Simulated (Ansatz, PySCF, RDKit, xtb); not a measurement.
# Which structure has the formula Si2HBrCl?, part 2 of 2

Task: start from the formula Si2HBrCl (odd number of electrons), draw up candidate structures, narrow them down in stages, and characterise the one that lies lowest at 298.15 K.

xtb, Ansatz and PySCF; isolated molecules. Earlier steps stand in the parts before.

## Step 11: c993 at CCSD(T)/def2-SVP

Contents of input.yaml:

```yaml
crystal:
  periodic: [false, false, false]
  atoms:
    - {symbol: Br, position_ang: [-2.273923, 0.870684, 1.067775]}
    - {symbol: Cl, position_ang: [0.929623, 1.506777, -1.396255]}
    - {symbol: Si, position_ang: [0.562764, -0.366338, -0.591592]}
    - {symbol: Si, position_ang: [-1.136284, -1.111705, 0.836224]}
    - {symbol: H, position_ang: [1.641071, -1.268208, -1.094722]}
basis:
  gaussian: {orbitals: def2-SVP}
magnetization: {spin_polarized: true, initial_magnetization: 1}
correlation: {method: ccsd_t, frozen_orbitals: {Br: 9, Si: 5, Cl: 5, H: 0}}
scf: {omitted_lower_state_checks: [cluster_reference]}
```

The run is started by

```bash
$ ansatz run input.yaml --threads 2 --pin off --max-ram 4350MiB --events-out events.jsonl --progress --plain --runs-dir runs
```

The program printed, cut to the lines that bear on the results:

```text
Warning: RAYON_NUM_THREADS=2 ignored (pool sized by the plan → 2); use --threads N
Functional definition: HF
  name "HF"
[...]
850 factors; integrals over basis functions are off by at most 9.1e-4 eV
[...]
mean field -98225.93423795 eV, -3609.7365033151 hartree, gradient 3.2e-6 eV, S^2 0.773327; 2 other end points of the search recorded, 0 dependent functions left out
24 core orbitals not correlated: weight in the atoms' cores, before any rotation towards them, 1.000 or more for the frozen orbitals, at most 0.000 for the correlated occupied ones
reference -98225.93423795 eV, -3609.7365033151 hartree; 17, 16 occupied and 50, 51 virtual orbitals, 850 factors
second order -14.10886456 eV of doubles, -0.00000000 eV of singles
cycle   1  -14.71095001 eV  change   -6.0e-1 eV  update   1.0e-1
[...]
cycle  12  -15.19286149 eV  change    7.2e-6 eV  update   2.1e-5
perturbative correction -0.45788023 eV, -0.0168267881 hartree
Total energy: -98241.58497967 eV, -3610.3116574647 hartree
Checks for a lower state left out: cluster_reference
```

Run time: 10 s. Hardware: 2 threads of Intel Xeon 6975P-C (Granite Rapids), shared host.

## Step 12: Putting it together

Energies in kcal/mol from c347b; G adds the thermal terms to the CCSD(T)/def2-SVP + MP2/def2-TZVPP - MP2/def2-SVP energy. The columns left of the relaxed level are at the tight-binding geometries.

```
label               SMILES     spin  GFN2-xTB  HF/STO-3G  r2SCAN-D4/def2-SVP  B3LYP/6-31G*  HF/def2-SVP  MP2/def2-SVP  CCSD(T)/def2-SVP + MP2/def2-TZVPP - MP2/def2-SVP    G  share at equilibrium     T1
c347b  [Cl][SiH][Si][Br] ‡  doublet       0.0        0.0                 0.0           0.0          0.0           0.0                                               0.0  0.0                56.7 %  0.015
 c993        Cl[SiH][Si]Br  doublet       8.9        1.2                -0.7           0.9          0.9           0.8                                               0.8  0.6                19.3 %  0.016
c931a  [Cl][Si][SiH][Br] ‡  doublet       7.3       -3.4                 0.6           1.4          1.4           2.2                                               1.5  0.9                12.2 %  0.016
c928a  [Cl][Si][SiH][Br] ‡  doublet      -0.7       -0.4                 1.8           1.0          0.6           1.7                                               1.4  0.9                11.9 %  0.016
```

‡ marks the bonded skeleton alone, with all bonds drawn single: no Lewis structure was assigned that passes a check against the bond lengths.

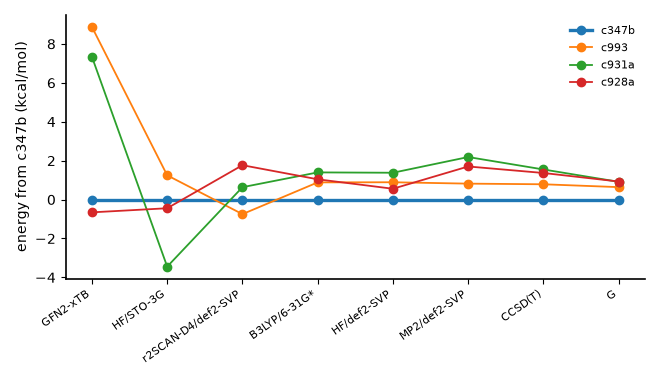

The finalists at each level, measured from c347b.

Lowest found: c347b, `[Cl][SiH][Si][Br]` ‡, a doublet of point group Cs. Bond lengths: Cl2–Si3 2.078 Å, Br1–Si4 2.323 Å, Si3–Si4 2.336 Å, Si3–H5 1.491 Å. Angles: Cl2–Si3–Si4 121.8°, Br1–Si4–Si3 90.9°, Cl2–Si3–H5 107.2°, Si4–Si3–H5 131.0°.

```xyz
5

Br   -0.3904    1.6289    3.7141
Cl    1.2839   -2.7243    1.0683
Si    0.7060   -0.8826    1.8372
Si   -0.1371   -0.6620    4.0043
H     0.9433    0.1334    0.7718
```

‡ marks the bonded skeleton alone, with all bonds drawn single: no Lewis structure was assigned that passes a check against the bond lengths.

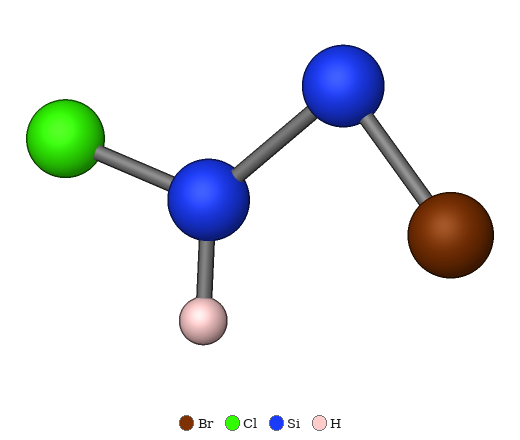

The lowest structure found, seen from a chosen angle (bromine brown, chlorine green, silicon blue, hydrogen pink).

## Step 13: Density, orbitals and dipole (PBE0/def2-TZVPD)

Contents of input.yaml:

```yaml
basis:
  gaussian:
    orbitals: def2-TZVPD
crystal:
  periodic: [false, false, false]
  atoms:
    - {symbol: Br, position_ang: [-0.390366, 1.628874, 3.714080]}
    - {symbol: Cl, position_ang: [1.283865, -2.724284, 1.068275]}
    - {symbol: Si, position_ang: [0.706049, -0.882562, 1.837153]}
    - {symbol: Si, position_ang: [-0.137124, -0.661981, 4.004318]}
    - {symbol: H, position_ang: [0.943293, 0.133426, 0.771807]}
magnetization:
  spin_polarized: true
  initial_magnetization: 1
hamiltonian:
  xc: {name: PBE0}
output: {forces: true, orbitals: {seedname: orbitals}}
```

The run is started by

```bash
$ ansatz run input.yaml --threads 2 --pin off --max-ram 4350MiB --events-out events.jsonl --progress --plain --runs-dir runs
```

The program printed, cut to the lines that bear on the results:

```text
Warning: RAYON_NUM_THREADS=2 ignored (pool sized by the plan → 2); use --threads N
Functional definition: PBE0
  name "PBE0"
[...]
1423 factors; their error is unknown
[...]
mean field -98323.11594448 eV, -3613.3078651581 hartree, gradient 2.7e-5 eV, S^2 0.757754; 2 other end points of the search recorded, 0 dependent functions left out
[...]
reference -98323.11599198 eV, -3613.3078669035 hartree; 41, 40 occupied and 157, 158 virtual orbitals, 1423 factors
Total energy: -98323.11599198 eV, -3613.3078669035 hartree
Atom 0 at    -0.390366     1.628874     3.714080 Å, force     0.080570    -0.436367    -0.031479 eV/Å
Atom 1 at     1.283865    -2.724284     1.068275 Å, force    -0.134798     0.444793     0.172819 eV/Å
Atom 2 at     0.706049    -0.882562     1.837153 Å, force    -0.008759    -0.277384     0.141376 eV/Å
Atom 3 at    -0.137124    -0.661981     4.004318 Å, force     0.061668     0.308868    -0.296003 eV/Å
Atom 4 at     0.943293     0.133426     0.771807 Å, force     0.001319    -0.039910     0.013288 eV/Å
Dipole moment:     0.065433    -0.103746    -0.131618 e Å
```

Run time: 9.3 s. Hardware: 2 threads of Intel Xeon 6975P-C (Granite Rapids), shared host; peak memory 0.89 GiB.

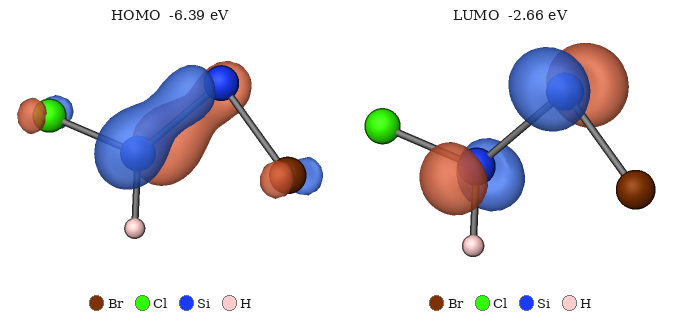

Frontier orbitals of this run (spin up), surfaces at ±0.2 Å^-3/2.

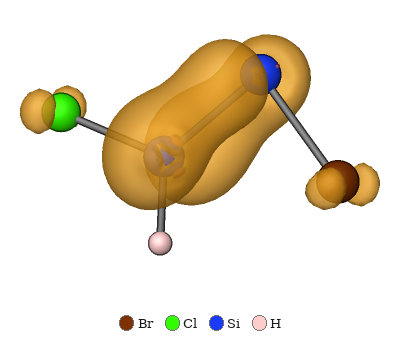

Spin density, surfaces at ±0.03 e/Å³.

## Step 14: Frequencies after a tight-binding relaxation (GFN2-xTB)

Contents of start.xyz:

```xyz
5
c347b
Br    -0.390366     1.628874     3.714080
Cl     1.283865    -2.724284     1.068275
Si     0.706049    -0.882562     1.837153
Si    -0.137124    -0.661981     4.004318
H      0.943293     0.133426     0.771807
```

The run is started by

```bash
$ xtb start.xyz --gfn 2 --ohess tight --uhf 1
```

The program printed, cut to the lines that bear on the results:

```text
* xtb version 6.7.1
[...]
          :  # basis functions                  41          :
[...]
          :  # electrons                        23          :
[...]
          :  Hamiltonian                  GFN2-xTB          :
[...]
          :  net charge                          0          :
          :  unpaired electrons                  1          :
[...]
   *** convergence criteria satisfied after 20 iterations ***
[...]
   *** GEOMETRY OPTIMIZATION CONVERGED AFTER 9 ITERATIONS ***
[...]
   *** convergence criteria satisfied after 3 iterations ***
[...]
         ::                     SUMMARY                     ::
         :::::::::::::::::::::::::::::::::::::::::::::::::::::
         :: total energy             -12.628916011797 Eh    ::
         :: gradient norm              0.000571547528 Eh/a0 ::
         :: HOMO-LUMO gap              1.435012013461 eV    ::
         ::.................................................::
         :: SCC energy               -12.658250138883 Eh    ::
         :: -> isotropic ES            0.033407338740 Eh    ::
         :: -> anisotropic ES         -0.016419791207 Eh    ::
         :: -> anisotropic XC         -0.027949331120 Eh    ::
         :: -> dispersion             -0.005037084686 Eh    ::
         :: repulsion energy           0.029334127086 Eh    ::
         :: add. restraining           0.000000000000 Eh    ::
         :: total charge              -0.000000000000 e     ::
         :::::::::::::::::::::::::::::::::::::::::::::::::::::
[...]
        12        1.0000           -0.3174215              -8.6375 (HOMO)
        13                         -0.2646858              -7.2025 (LUMO)
[...]
     #   Z          covCN         q      C6AA      α(0)
     1  35 Br       0.823    -0.350   194.657    22.494
     2  17 Cl       0.806    -0.411   112.443    16.221
     3  14 Si       2.687     0.373   180.672    29.520
     4  14 Si       1.783     0.382   185.150    28.918
     5   1 H        0.914     0.006     2.960     2.691
[...]
          | TOTAL ENERGY              -12.628916011803 Eh   |
          | TOTAL ENTHALPY            -12.610369619490 Eh   |
          | TOTAL FREE ENERGY         -12.650547387236 Eh   |
          | GRADIENT NORM               0.000571685213 Eh/α |
[...]
```

Run time: 0.15 s. Hardware: 2 threads of Intel Xeon 6975P-C (Granite Rapids), shared host.

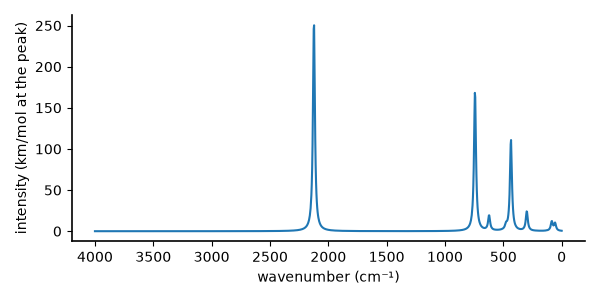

Harmonic infrared spectrum, unscaled, lines broadened by 10 cm⁻¹.

## Step 15: Electronic excitations (TD-B3LYP/def2-SVPD)

Contents of input.py:

```python
# Cl/[SiH]=[Si]/Br
from pyscf import gto, dft, tdscf

mol = gto.M(
    atom=[
    ('Br', (-0.390366, 1.628874, 3.714080)),
    ('Cl', (1.283865, -2.724284, 1.068275)),
    ('Si', (0.706049, -0.882562, 1.837153)),
    ('Si', (-0.137124, -0.661981, 4.004318)),
    ('H', (0.943293, 0.133426, 0.771807)),
],
    verbose=3,
    basis='def2-svpd',
    max_memory=3100,
    charge=0,
    spin=1,
)

mf = dft.UKS(mol)
mf.xc = 'b3lyp'
mf = mf.density_fit(auxbasis='def2-universal-jkfit')
mf.max_cycle = 100
mf.grids.level = 2
mf.kernel()
if not mf.converged:
    mf = mf.newton().run(mf.mo_coeff, mf.mo_occ)

e_final = mf.e_tot
print('E = %.10f Eh' % e_final)

td = mf.TDA()
td.nstates = 5
td.kernel()
td.analyze()
roots = td.e * 27.211386
osc = td.oscillator_strength()
print('state   eV      nm      f')
for i, (w, f) in enumerate(zip(roots, osc), 1):
    print('%3d %9.4f %8.1f %9.5f' % (i, w, 1239.842 / w, f))
```

The run is started by

```bash
$ OMP_NUM_THREADS=2 python input.py
```

The program printed:

```text
WARN: HOMO -0.175403577349298 >= LUMO -0.175403577349297

converged SCF energy = -3613.41484481614  <S^2> = 0.75450532  2S+1 = 2.0045003
E = -3613.4148448161 Eh
Excitation energies (eV)
[1.5553445  2.65866446 2.87010897 3.31284459 3.52937554]

** Excitation energies and oscillator strengths **
state   eV      nm      f
  1    1.5553    797.1   0.00047
  2    2.6587    466.3   0.08461
  3    2.8701    432.0   0.00190
  4    3.3128    374.3   0.00089
  5    3.5294    351.3   0.00157
```

It took 76 s on 2 threads of Intel Xeon 6975P-C (Granite Rapids), shared host; peak memory 0.59 GiB.

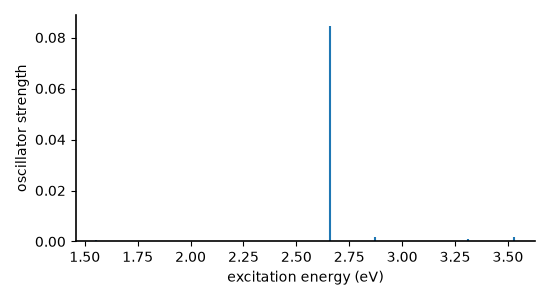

Vertical excitations as sticks.

The roots found:

```
excited state  energy (eV)  strength
            1        1.555    0.0005
            2        2.659    0.0846
            3        2.870    0.0019
            4        3.313    0.0009
            5        3.529    0.0016
```

## Step 16: The cation at the same geometry (PBE0/def2-TZVPD)

Contents of input.yaml:

```yaml
basis:
  gaussian: {orbitals: def2-TZVPD}
crystal:
  periodic: [false, false, false]
  atoms:
    - {symbol: Br, position_ang: [-0.390366, 1.628874, 3.714080]}
    - {symbol: Cl, position_ang: [1.283865, -2.724284, 1.068275]}
    - {symbol: Si, position_ang: [0.706049, -0.882562, 1.837153]}
    - {symbol: Si, position_ang: [-0.137124, -0.661981, 4.004318]}
    - {symbol: H, position_ang: [0.943293, 0.133426, 0.771807]}
hamiltonian: {xc: {name: PBE0}}
total_charge: 1
```

The run is started by

```bash
$ ansatz run input.yaml --threads 2 --pin off --max-ram 4350MiB --events-out events.jsonl --progress --plain --runs-dir runs
```

The program printed:

```text
Warning: RAYON_NUM_THREADS=2 ignored (pool sized by the plan → 2); use --threads N
[... 2 set-up lines as earlier in the session ...]
  parameter a = 0.25
  parameter kappa = 0.804
  parameter beta = 0.06672455060314922
  exchange = (1 - a)*pbe_x(kappa = kappa, mu = beta*pi^2/3) + a*exact_x
  correlation = pbe_c(beta = beta)
1423 factors; their error is unknown
mean field evaluation 1: about -98312.6883 eV, gradient 2.6e1 eV
mean field evaluation 2: about -98309.8467 eV, gradient 4.2e1 eV
mean field evaluation 4: about -98314.6008 eV, gradient 2.0e0 eV
mean field evaluation 8: about -98314.6141 eV, gradient 3.6e-2 eV
mean field evaluation 16: about -98314.9685 eV, gradient 3.0e-5 eV
mean field -98314.96849691 eV, -3613.0084519823 hartree, gradient 3.0e-5 eV, S^2 0.000000; 0 other end points of the search recorded, 0 dependent functions left out
reference -98314.96853949 eV, -3613.0084535472 hartree; 40, 40 occupied and 158, 158 virtual orbitals, 1423 factors
Total energy: -98314.96853949 eV, -3613.0084535472 hartree
```

It took 3.3 s on 2 threads of Intel Xeon 6975P-C (Granite Rapids), shared host.

Difference from the parent: 8.15 eV. Only this spin of the product was run; a higher spin can lie lower.

## Step 17: The anion at the same geometry (PBE0/def2-TZVPD)

input.yaml: that of step 16 with these lines changed.

```diff
@@ -1,3 +1 @@
-basis:
-  gaussian: {orbitals: def2-TZVPD}
 crystal:
@@ -10,3 +8,6 @@
     - {symbol: H, position_ang: [0.943293, 0.133426, 0.771807]}
+basis:
+  gaussian: {orbitals: def2-TZVPD}
 hamiltonian: {xc: {name: PBE0}}
-total_charge: 1
+scf: {lower_state_search: "off"}
+total_charge: -1
```

The run is started by

```bash
$ ansatz run input.yaml --threads 2 --pin off --max-ram 4350MiB --events-out events.jsonl --progress --plain --runs-dir runs
```

The program printed, cut to the lines that bear on the results:

```text
Warning: RAYON_NUM_THREADS=2 ignored (pool sized by the plan → 2); use --threads N
[... 2 set-up lines as earlier in the session ...]
[...]
1423 factors; their error is unknown
[...]
mean field -98325.30020808 eV, -3613.3881353646 hartree, gradient 3.8e-6 eV, S^2 0.000000; 0 other end points of the search recorded, 0 dependent functions left out
reference -98325.30025372 eV, -3613.3881370421 hartree; 41, 41 occupied and 157, 157 virtual orbitals, 1423 factors
Total energy: -98325.30025372 eV, -3613.3881370421 hartree
Checks for a lower state left out: stability, starts, cluster_reference, orbital_swaps, neighbouring_geometries, increment
```

It took 2.5 s on 2 threads of Intel Xeon 6975P-C (Granite Rapids), shared host.

Parent less the species with the added electron: 2.18 eV.

## Step 18: The quartet at the same geometry (PBE0/def2-TZVPD)

input.yaml: that of step 17 with these lines changed.

```diff
@@ -1 +1,4 @@
+basis:
+  gaussian:
+    orbitals: def2-TZVPD
 crystal:
@@ -8,6 +11,6 @@
     - {symbol: H, position_ang: [0.943293, 0.133426, 0.771807]}
-basis:
-  gaussian: {orbitals: def2-TZVPD}
-hamiltonian: {xc: {name: PBE0}}
-scf: {lower_state_search: "off"}
-total_charge: -1
+magnetization:
+  spin_polarized: true
+  initial_magnetization: 3
+hamiltonian:
+  xc: pbe0
```

The run is started by

```bash
$ ansatz run input.yaml --threads 2 --pin off --max-ram 4350MiB --events-out events.jsonl --progress --plain --runs-dir runs
```

The program printed, cut to the lines that bear on the results:

```text
Warning: RAYON_NUM_THREADS=2 ignored (pool sized by the plan → 2); use --threads N
[... 7 set-up lines as earlier in the session ...]
1423 factors; their error is unknown
mean field evaluation 1: about -98319.5788 eV, gradient 9.6e0 eV
mean field evaluation 2: about -98319.8876 eV, gradient 8.7e0 eV
mean field evaluation 4: about -98320.3687 eV, gradient 1.0e0 eV
mean field evaluation 8: about -98320.3800 eV, gradient 6.5e-2 eV
mean field evaluation 16: about -98320.7355 eV, gradient 3.0e-4 eV
mean field -98320.73554318 eV, -3613.2203870235 hartree, gradient 6.7e-5 eV, S^2 3.762835; 2 other end points of the search recorded, 0 dependent functions left out
reference -98320.73558995 eV, -3613.2203887424 hartree; 42, 39 occupied and 156, 159 virtual orbitals, 1423 factors
Total energy: -98320.73558995 eV, -3613.2203887424 hartree
```

Run time: 11 s. Hardware: 2 threads of Intel Xeon 6975P-C (Granite Rapids), shared host; peak memory 0.89 GiB.

It lies 2.38 eV above the doublet.

## Step 19: Outcome

This closing draws on all 2 parts.

| quantity | value |
| --- | --- |
| lowest structure found | [Cl][SiH][Si][Br] ‡, doublet, Cs |
| next finalist | Cl[SiH][Si]Br, doublet, 0.6 kcal/mol higher in G |
| share at equilibrium, among the finalists | 56.7 % |
| funnel | 26 starts, 13 minima at GFN2-xTB, 9 screening runs, 6 relaxed, 4 ranked |
| CPU time of all runs | 35 min |
| harmonic wavenumbers, lowest and highest (B3LYP/6-31G*) | 62 and 2221 cm⁻¹ |
| rotational constants, same geometry | 0.2777, 0.02187, 0.02027 cm⁻¹ |
| dipole moment (PBE0/def2-TZVPD) | 0.86 D |
| HOMO energy (highest over α and β) (PBE0/def2-TZVPD) | -6.39 eV |
| LUMO energy (lowest over α and β) (PBE0/def2-TZVPD) | -3.78 eV |
| lowest excitation (TD-B3LYP/def2-SVPD) | 1.56 eV (f = 0.000) |
| strongest of the states computed, same level | 2.66 eV (f = 0.085) |
| vertical ionisation energy (to the singlet cation) | 8.15 eV |
| vertical electron affinity | 2.18 eV |
| vertical quartet less doublet | +2.38 eV |

The lowest structure found is `[Cl][SiH][Si][Br]` ‡. The next finalist is drawn with the same bonds. At 0.6 kcal/mol the two aren't resolved. r2SCAN-D4/def2-SVP, B3LYP/6-31G*, HF/def2-SVP and MP2/def2-SVP already put its bonding pattern lowest among the structures in one piece; GFN2-xTB favours the doublet Cl/[Si]=[SiH]/Br; HF/STO-3G favours the doublet Cl/[Si]=[SiH]\Br. The largest share of the time went into recheck (26 %). One minimum inside the window was never screened. The search is not exhaustive (a finite list of starts, one conformer a finalist), so a lower isomer can't be ruled out.

‡ marks the bonded skeleton alone, with all bonds drawn single: no Lewis structure was assigned that passes a check against the bond lengths.
